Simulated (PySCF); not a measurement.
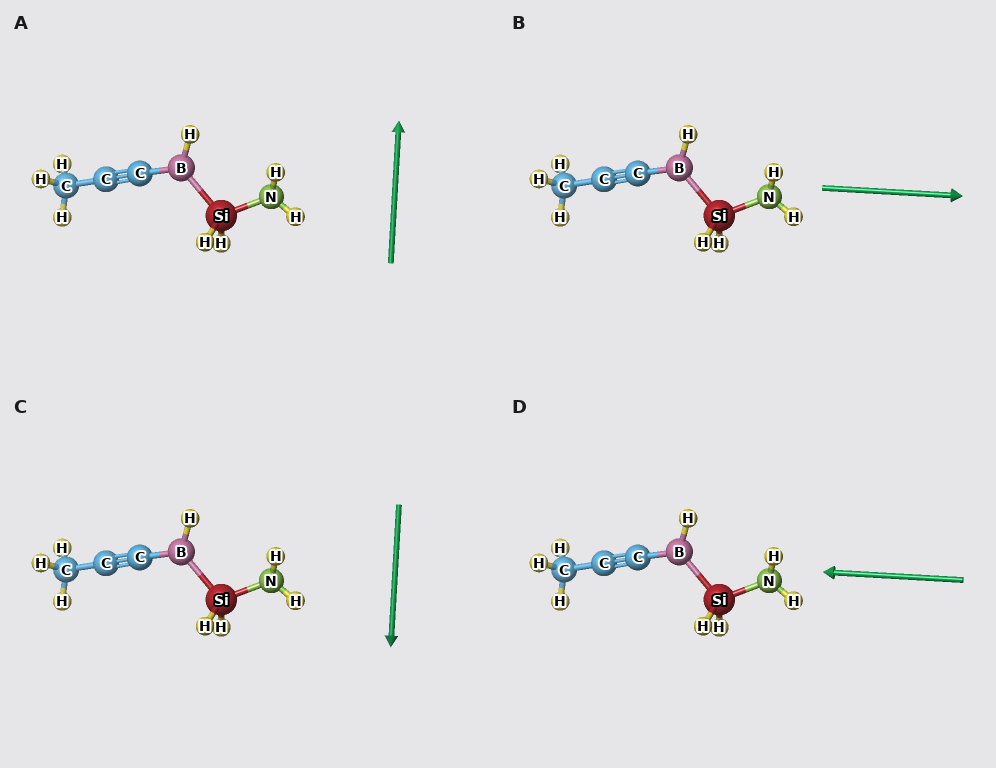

The same molecule four times, each with an arrow. The computed structure is the end point of a PBE0-D3(BJ)/def2-SVP optimisation. No frequency run is at hand to confirm it as a minimum. Properties computed with BLYP/pcSseg-1, gas phase (PySCF 2.14.0).

Which arrow points along the dipole moment, from the negative to the positive end?

Answer. D. The dipole moment is 1.33 D.
